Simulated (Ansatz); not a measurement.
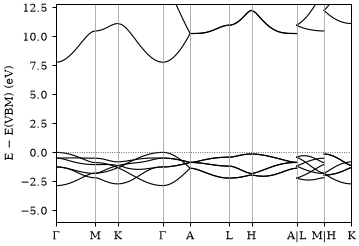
Figure. Band structure from PBE+D3(BJ) (plane waves, PAW; program Ansatz)

Problem. Read off the gap and where the band edges lie.

Solution. About 7.8 eV (7.77 eV by a search for the band edges); maximum at Γ, minimum at Γ.

The material is LiF in space group P6_3/mmc (No. 194; Li on 2c, F on 2d).

The start of the workflow was typed in or built on a structure type; neither database checked (COD, Materials Project) lists it. It is not the phase usual at ambient conditions (space group No. 225). The PBE+D3(BJ) relaxation kept the symmetry of its start; its stability against distortions is not shown here. The volume moved by -41 % from the start of the relaxation.

Potentials: the later of the program's two PAW sets.
